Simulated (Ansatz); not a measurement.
## Electronic structure of FHMoO₂S in real space

The calculation's input:

```
crystal:
  periodic: [false, false, false]
  atoms:
    - {symbol: F, position_ang: [-2.496490, 1.455069, 1.706807]}
    - {symbol: Mo, position_ang: [-2.507581, -0.384787, 1.753659]}
    - {symbol: O, position_ang: [-2.904646, -0.916789, 3.276427]}
    - {symbol: O, position_ang: [-0.848541, -1.069429, 1.315023]}
    - {symbol: S, position_ang: [-3.945994, -1.114844, 0.396219]}
    - {symbol: H, position_ang: [-0.585071, -1.450675, 0.467885]}
basis:
  gaussian:
    orbitals: def2-TZVPD
hamiltonian:
  xc: {name: PBE0}
output:
  forces: true
  orbitals: {seedname: orbitals}
```

Run with:

```sh
ansatz run input.yaml --threads 2 --pin off --max-ram 5220MiB --events-out events.jsonl --progress --plain --runs-dir runs
```

Geometry: PBE0-D4/def2-SVP; core potentials replace the inner electrons of Mo.

Level of theory: Ansatz, isolated molecule in a Gaussian basis; Kohn-Sham density functional theory, functional PBE0.

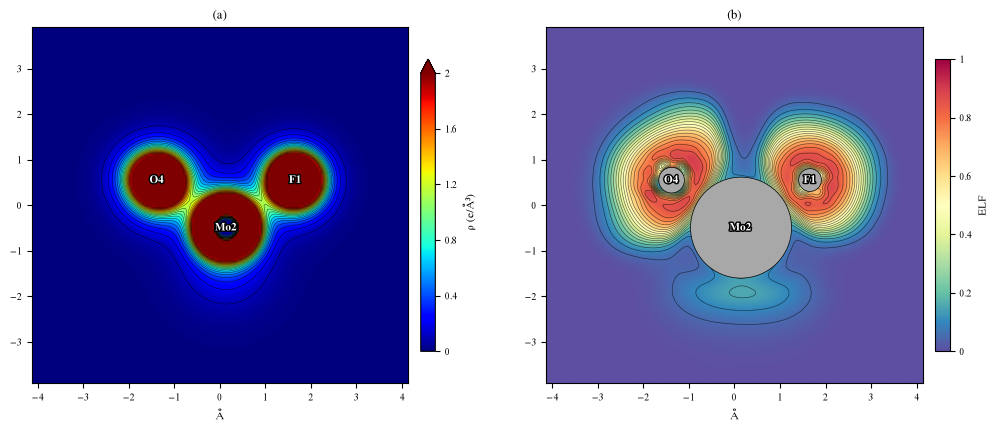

Figure 1. (a) electron density; (b) ELF on the plane of atoms F1, Mo2 and O4. Grey discs cover the atomic cores in the ELF map.

### What do the fields say about this system?

- The plane passes through F, Mo and O nuclei.
- Mo–F (1.84 Å): ρ at the midpoint is about 1.2 e/Å³; the ELF peaks at about 0.80 in the valence shell of F, 0.5 Å from its nucleus, and drops to about 0.25 between the two atoms.
- Mo–O (1.85 Å): ρ at the midpoint is about 1.2 e/Å³; the ELF peaks at about 0.85 in the valence shell of O, 0.5 Å from its nucleus, and drops to about 0.30 between the two atoms.

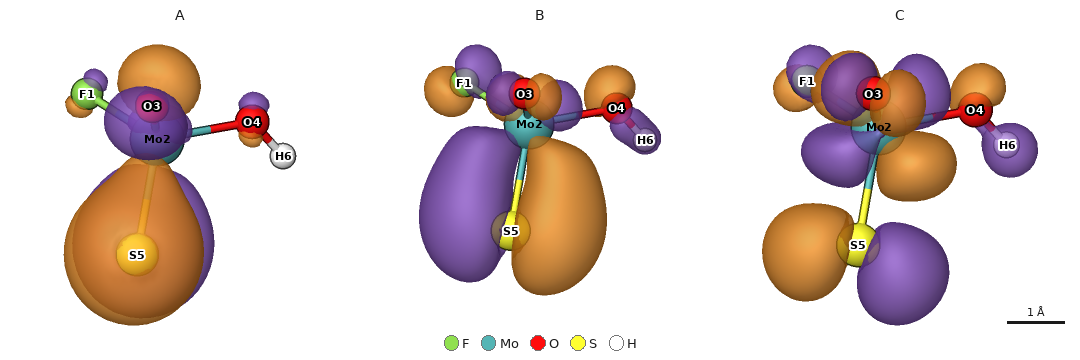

Figure 2. Three frontier orbitals at ±0.1 Å⁻³ᐟ² (orange and purple are the two phases), in no order.

### Order the three orbitals by energy and name them.

B is the HOMO−1 (−8.84 eV). It lies mainly on S5 (about 65 %) and Mo2 (about 25 %). A is the HOMO (−8.15 eV). It lies mainly on S5 (about 70 %), O3 (about 15 %) and Mo2 (about 10 %); largely a lone pair of S5. C is the LUMO (−3.28 eV). By Hirshfeld shares it lies mainly on Mo2 (about 50 %), S5 (about 30 %) and O3 (about 5 %).

### What is the HOMO–LUMO gap?

4.87 eV between the orbital energies.

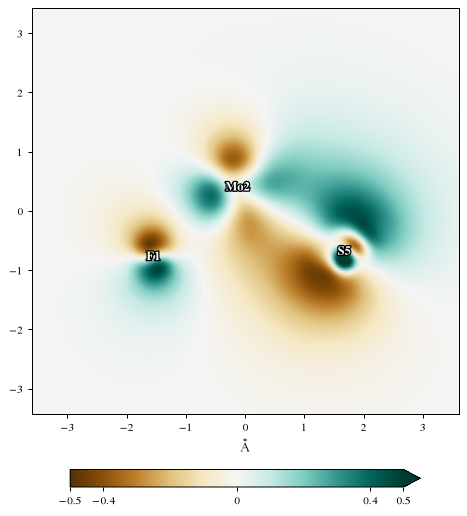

Figure 3. The HOMO−1 on the plane of atoms F1, Mo2 and S5 (values in Å⁻³ᐟ²; the overall sign is arbitrary).

### Describe this orbital and give its energy.

It lies mainly on S5 (about 65 %) and Mo2 (about 25 %). Its energy is −8.84 eV.
